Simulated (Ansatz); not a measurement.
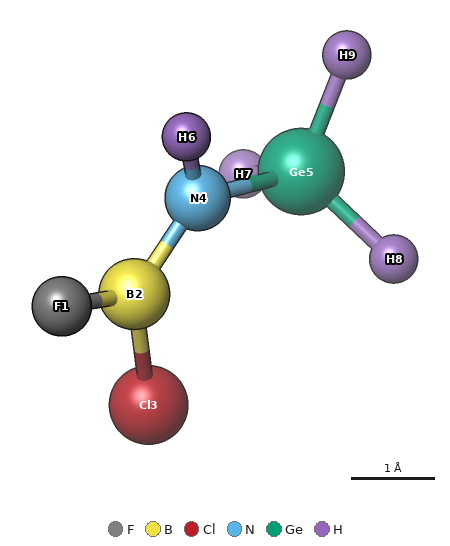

Fig. 1: The structure as given in the input (ball-and-stick view, seen at a tilt; atoms are numbered from 1 in the order of the input). Sticks mark near contacts. Bond lengths as drawn: B–Cl 1.79 Å, B–F 1.34 Å, B–N 1.40 Å, Ge–H 1.55 Å, Ge–N 1.87 Å and H–N 1.02 Å.

Nudged elastic band, with input and output: GeBNH4ClF

System: GeBNH4ClF.
Method: RKS PBE-D4/def2-SVP (Ansatz 0.2.0).

It belongs to a series of runs on one base structure; here: band between the two ends. Figures and captions count atoms from 1; the log counts them from 0 in places.

### The input
```yaml
crystal:
  periodic: [false, false, false]
  atoms:
    - { symbol: F, position_ang: [-0.541034, 1.561123, 2.282728] }
    - { symbol: B, position_ang: [-0.504902, 0.570974, 1.379825] }
    - { symbol: Cl, position_ang: [-1.433245, -0.914199, 1.731916] }
    - { symbol: "N", position_ang: [0.231871, 0.67623, 0.189584] }
    - { symbol: Ge, position_ang: [0.359607, -0.635815, -1.14366] }
    - { symbol: H, position_ang: [0.746867, 1.547511, 0.033857] }
    - { symbol: H, position_ang: [-1.044, -0.918689, -1.727839] }
    - { symbol: H, position_ang: [0.983188, -1.919302, -0.547907] }
    - { symbol: H, position_ang: [1.290047, -0.014032, -2.215602] }
basis:
  gaussian: { orbitals: def2-SVP }
hamiltonian:
  xc: pbe
  dispersion: d4
neb:
  order_check: false
  images: 7
  f_tol: 0.05
  max_iterations: 60
  initial_path: idpp
  final_atoms:
    - { symbol: F, position_ang: [-0.48712541, 1.47476355, 2.35241043] }
    - { symbol: B, position_ang: [-0.62949167, 0.75992716, 1.22743424] }
    - { symbol: Cl, position_ang: [-2.28845781, 0.37375645, 0.68794292] }
    - { symbol: "N", position_ang: [0.4741938, 0.31555056, 0.48270979] }
    - { symbol: Ge, position_ang: [0.39566126, -0.69063528, -1.09779859] }
    - { symbol: H, position_ang: [1.40579489, 0.56018425, 0.83079404] }
    - { symbol: H, position_ang: [-0.30914439, -2.03882166, -0.81922472] }
    - { symbol: H, position_ang: [1.87772599, -0.91437166, -1.49308371] }
    - { symbol: H, position_ang: [-0.35075767, 0.11344763, -2.18828242] }
```

Launched with:
```bash
ansatz run input.yaml --threads 2 --pin off --max-ram 3072MiB --backend cpu --events-out ev --progress --plain --runs-dir out
```

### What the program printed
```
Engine: ansatz 0.2.0, aarch64-unknown-linux-gnu
Functional definition: PBE
  parameter kappa = 0.804
  parameter beta = 0.06672455060314922
  exchange = pbe_x(kappa = kappa, mu = beta*pi^2/3)
  correlation = pbe_c(beta = beta)
1252 factors; their error is unknown
mean field evaluation 1: about -73951.1059 eV, gradient 6.6e1 eV
mean field evaluation 2: about -73922.0106 eV, gradient 1.2e2 eV
mean field evaluation 4: about -73959.1734 eV, gradient 1.1e1 eV
mean field evaluation 8: about -73959.3510 eV, gradient 1.6e-1 eV
mean field evaluation 16: about -73959.2810 eV, gradient 1.3e-4 eV
mean field -73959.28098396 eV, -2717.9534447594 hartree, gradient 3.4e-5 eV, S^2 0.000000; 0 other end points of the search recorded, 0 dependent functions left out
the calculation of the forces begins
reference -73959.28102030 eV, -2717.9534460947 hartree; 37, 37 occupied and 75, 75 virtual orbitals, 1252 factors
1252 factors; their error is unknown
mean field evaluation 32: about -73959.2809 eV, gradient 5.9e-4 eV
mean field -73959.28087158 eV, -2717.9534406296 hartree, gradient 5.0e-5 eV, S^2 0.000000; 0 other end points of the search recorded, 0 dependent functions left out
[... from here on the field's lines of each further geometry are left out, up to the last ...]
NEB iter   1: max|band force component| = 5.259e-1 eV/Å  barrier→ = 0.1678 eV  barrier← = 0.1677 eV  Δτ_max = 0.1809 Å  (243 SCF iters)
NEB iter   2: max|band force component| = 2.495e-1 eV/Å  barrier→ = 0.0562 eV  barrier← = 0.0562 eV  CI = image 4  Δτ_max = 0.0355 Å  (197 SCF iters)
NEB iter   3: max|band force component| = 3.119e-1 eV/Å  barrier→ = 0.0487 eV  barrier← = 0.0487 eV  CI = image 4  Δτ_max = 0.0180 Å  (201 SCF iters)
NEB iter   4: max|band force component| = 1.462e-1 eV/Å  barrier→ = 0.0477 eV  barrier← = 0.0477 eV  CI = image 4  Δτ_max = 0.0130 Å  (200 SCF iters)
NEB iter   5: max|band force component| = 9.672e-2 eV/Å  barrier→ = 0.0466 eV  barrier← = 0.0466 eV  CI = image 4  Δτ_max = 0.0081 Å  (200 SCF iters)
the calculation of the forces begins
reference -73959.27299290 eV, -2717.9531510935 hartree; 37, 37 occupied and 75, 75 virtual orbitals, 1252 factors
1252 factors; their error is unknown
mean field -73959.23770945 eV, -2717.9518544506 hartree, gradient 1.2e-5 eV, S^2 0.000000; 1 other end points of the search recorded, 0 dependent functions left out
the calculation of the forces begins
reference -73959.23774586 eV, -2717.9518557886 hartree; 37, 37 occupied and 75, 75 virtual orbitals, 1252 factors
NEB iter   6: max|band force component| = 4.165e-2 eV/Å  barrier→ = 0.0463 eV  barrier← = 0.0463 eV  CI = image 4  Δτ_max = 0.0000 Å  (366 SCF iters)
```

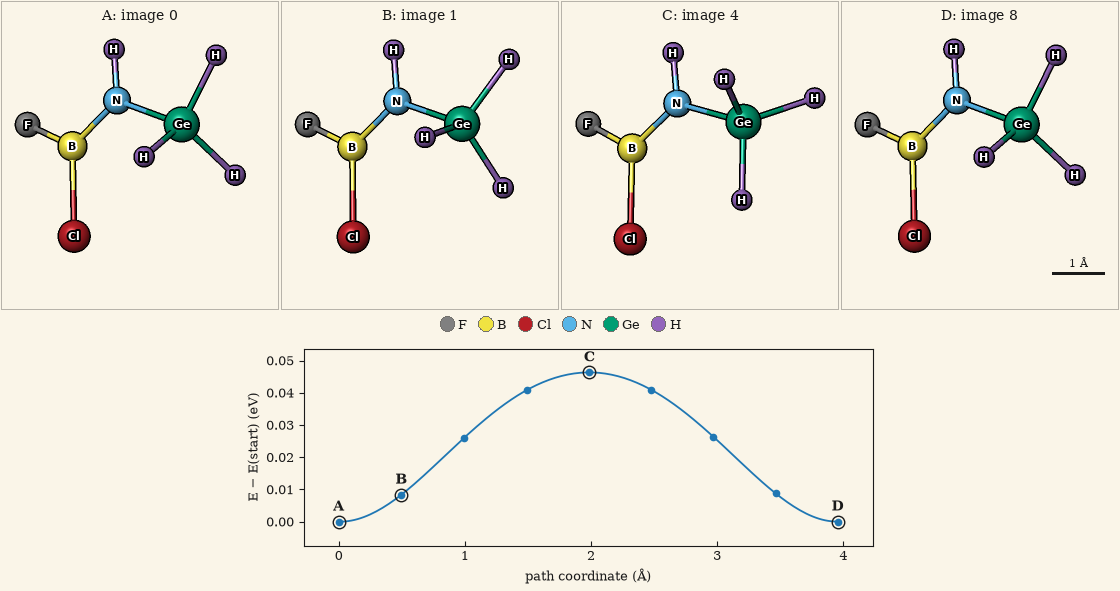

Fig. 2: Images of the last band (counted from 0; ball-and-stick, seen at a tilt) above the energy along the path; the line is a cubic interpolation that uses the forces. The highest image is number 4, 0.046 eV above the start and 0.046 eV above the end (the climbing image); start and end have the same energy. The path is 3.95 Å long. The band converged in 6 iterations.

```
Total energy: -73959.44970368 eV, -2717.9596450947 hartree
Atom 0 at    -0.545528     1.696114     2.170248 Å, force    -0.000212     0.006572     0.007344 eV/Å
Atom 1 at    -0.708340     0.811451     1.173170 Å, force    -0.032070    -0.006997     0.003110 eV/Å
Atom 2 at    -2.354001     0.177973     0.907862 Å, force     0.023585     0.009227     0.003245 eV/Å
Atom 3 at     0.389213     0.417883     0.386853 Å, force     0.013089    -0.012436    -0.018892 eV/Å
Atom 4 at     0.479684    -0.777326    -1.051923 Å, force    -0.002945     0.003065     0.004461 eV/Å
Atom 5 at     1.278590     0.858133     0.646357 Å, force    -0.006832     0.000673     0.002446 eV/Å
Atom 6 at    -0.939486    -1.326381    -1.283976 Å, force     0.002759     0.001565     0.001095 eV/Å
Atom 7 at     1.480211    -1.901932    -0.678949 Å, force     0.001661    -0.002331    -0.000020 eV/Å
Atom 8 at     1.008055    -0.002113    -2.286740 Å, force     0.000965     0.000663    -0.002788 eV/Å
Dipole moment:     0.438258    -0.147924    -0.303235 e Å
this run last wrote the band of iteration 6 to [file]
```

### The last band as extended XYZ (Å, eV, eV/Å)
```
9
Properties=species:S:1:pos:R:3:forces:R:3 image=0 energy=-73959.49599
F    -0.5410    1.5611    2.2827   -0.0001   0.0011   0.0008
B    -0.5049    0.5710    1.3798    0.0006  -0.0011  -0.0023
Cl   -1.4332   -0.9142    1.7319   -0.0001   0.0004  -0.0002
N     0.2319    0.6762    0.1896   -0.0010  -0.0001   0.0022
Ge    0.3596   -0.6358   -1.1437   -0.0005  -0.0017  -0.0003
H     0.7469    1.5475    0.0339    0.0007   0.0009   0.0003
H    -1.0440   -0.9187   -1.7278    0.0002  -0.0003   0.0003
H     0.9832   -1.9193   -0.5479    0.0001   0.0003  -0.0005
H     1.2900   -0.0140   -2.2156    0.0000   0.0004  -0.0002
9
Properties=species:S:1:pos:R:3:forces:R:3 image=1 energy=-73959.48762
F    -0.5553    1.6028    2.2488   -0.0004   0.0078   0.0044
B    -0.5743    0.6213    1.3356   -0.0095  -0.0199  -0.0047
Cl   -1.7459   -0.7067    1.5674    0.0205  -0.0010   0.0032
N     0.2915    0.6264    0.2299    0.0046   0.0057   0.0040
Ge    0.3985   -0.6672   -1.1225   -0.0027   0.0009   0.0023
H     0.9470    1.4109    0.1652   -0.0088   0.0055  -0.0095
H    -1.0276   -1.0069   -1.6052   -0.0029   0.0090  -0.0090
H     1.1235   -1.9284   -0.5913   -0.0120  -0.0047   0.0063
H     1.2311    0.0017   -2.2450    0.0112  -0.0032   0.0030
9
Properties=species:S:1:pos:R:3:forces:R:3 image=2 energy=-73959.46997
F    -0.5512    1.6398    2.2191    0.0016   0.0126   0.0035
B    -0.6346    0.6778    1.2876   -0.0232  -0.0262  -0.0002
Cl   -2.0195   -0.4437    1.3850    0.0280  -0.0002   0.0069
N     0.3336    0.5623    0.2755    0.0097  -0.0013  -0.0058
Ge    0.4349   -0.7019   -1.1038   -0.0024   0.0037   0.0042
H     1.0988    1.2431    0.3142   -0.0105   0.0102  -0.0073
H    -1.0001   -1.1049   -1.4953   -0.0036   0.0113  -0.0100
H     1.2567   -1.9291   -0.6322   -0.0135  -0.0072   0.0059
H     1.1698    0.0105   -2.2672    0.0139  -0.0029   0.0028
9
Properties=species:S:1:pos:R:3:forces:R:3 image=3 energy=-73959.45516
F    -0.5467    1.6734    2.1907    0.0074   0.0120   0.0086
B    -0.6802    0.7420    1.2334   -0.0410  -0.0262  -0.0072
Cl   -2.2273   -0.1438    1.1669    0.0288   0.0058   0.0077
N     0.3663    0.4899    0.3288    0.0170  -0.0060  -0.0096
Ge    0.4632   -0.7394   -1.0811   -0.0014   0.0053   0.0062
H     1.2094    1.0547    0.4770   -0.0102   0.0098  -0.0031
H    -0.9698   -1.2110   -1.3881   -0.0021   0.0069  -0.0057
H     1.3768   -1.9211   -0.6631   -0.0076  -0.0058   0.0031
H     1.0967    0.0092   -2.2816    0.0092  -0.0019   0.0000
9
Properties=species:S:1:pos:R:3:forces:R:3 image=4 energy=-73959.44967
F    -0.5455    1.6961    2.1702   -0.0002   0.0066   0.0073
B    -0.7083    0.8115    1.1732   -0.0321  -0.0070   0.0031
Cl   -2.3540    0.1780    0.9079    0.0236   0.0092   0.0032
N     0.3892    0.4179    0.3869    0.0131  -0.0124  -0.0189
Ge    0.4797   -0.7773   -1.0519   -0.0029   0.0031   0.0045
H     1.2786    0.8581    0.6464   -0.0068   0.0007   0.0024
H    -0.9395   -1.3264   -1.2840    0.0028   0.0016   0.0011
H     1.4802   -1.9019   -0.6789    0.0017  -0.0023   0.0000
H     1.0081   -0.0021   -2.2867    0.0010   0.0007  -0.0028
9
Properties=species:S:1:pos:R:3:forces:R:3 image=5 energy=-73959.45510
F    -0.5568    1.7164    2.1529   -0.0030   0.0062   0.0075
B    -0.7166    0.8843    1.1114   -0.0261  -0.0015   0.0026
Cl   -2.3880    0.4983    0.6234    0.0225   0.0135  -0.0029
N     0.4018    0.3491    0.4482    0.0095  -0.0132  -0.0195
Ge    0.4824   -0.8139   -1.0177   -0.0043   0.0020   0.0048
H     1.3082    0.6554    0.8173   -0.0040  -0.0066   0.0079
H    -0.9111   -1.4463   -1.1879    0.0043  -0.0054   0.0064
H     1.5633   -1.8745   -0.6866    0.0095   0.0022  -0.0033
H     0.9051   -0.0150   -2.2781   -0.0085   0.0028  -0.0035
9
Properties=species:S:1:pos:R:3:forces:R:3 image=6 energy=-73959.46967
F    -0.5783    1.7458    2.1288    0.0010   0.0026   0.0087
B    -0.7048    0.9569    1.0508   -0.0237  -0.0025  -0.0099
Cl   -2.3308    0.7996    0.3324    0.0221   0.0156  -0.0073
N     0.4042    0.2813    0.5136    0.0073  -0.0072  -0.0077
Ge    0.4720   -0.8481   -0.9800   -0.0018   0.0028   0.0053
H     1.2969    0.4473    0.9889   -0.0036  -0.0098   0.0096
H    -0.8847   -1.5688   -1.1018    0.0033  -0.0112   0.0096
H     1.6276   -1.8414   -0.6982    0.0113   0.0068  -0.0057
H     0.7865   -0.0188   -2.2516   -0.0159   0.0029  -0.0027
9
Properties=species:S:1:pos:R:3:forces:R:3 image=7 energy=-73959.48718
F    -0.5998    1.7796    2.0990   -0.0002   0.0016   0.0084
B    -0.6764    1.0259    0.9927   -0.0125  -0.0018  -0.0174
Cl   -2.1951    1.0796    0.0544    0.0182   0.0099  -0.0052
N     0.3939    0.2177    0.5762    0.0030  -0.0015   0.0036
Ge    0.4525   -0.8803   -0.9420   -0.0019   0.0017   0.0034
H     1.2389    0.2429    1.1547   -0.0034  -0.0097   0.0058
H    -0.8576   -1.6920   -1.0249    0.0028  -0.0098   0.0082
H     1.6764   -1.8033   -0.7159    0.0084   0.0068  -0.0059
H     0.6556   -0.0162   -2.2112   -0.0145   0.0028  -0.0009
9
Properties=species:S:1:pos:R:3:forces:R:3 image=8 energy=-73959.49595
F    -0.6372    1.8847    1.9956    0.0033   0.0034  -0.0015
B    -0.6580    1.1091    0.9025   -0.0068  -0.0063   0.0077
Cl   -2.0541    1.2604   -0.2022    0.0023   0.0039   0.0007
N     0.3707    0.1980    0.6160    0.0066  -0.0063  -0.0094
Ge    0.4453   -0.9364   -0.8753    0.0059  -0.0073  -0.0054
H     1.1502    0.1453    1.2781   -0.0086   0.0049  -0.0008
H    -0.7716   -1.8908   -0.8617    0.0020   0.0056   0.0002
H     1.7676   -1.7262   -0.7002   -0.0031   0.0056   0.0005
H     0.4755   -0.0903   -2.1699   -0.0017  -0.0034   0.0079
```

### Results in brief

```csv
quantity,value
outcome,converged
"barrier, forward",0.046 eV
"barrier, backward",0.046 eV
hardware,"2 threads of Arm Neoverse V1, 24 GiB of memory available, shared host"
wall time,97 s (CPU time 3.1 min)
peak memory,0.16 GiB
```

### Remarks

The order of the saddle point was not checked.
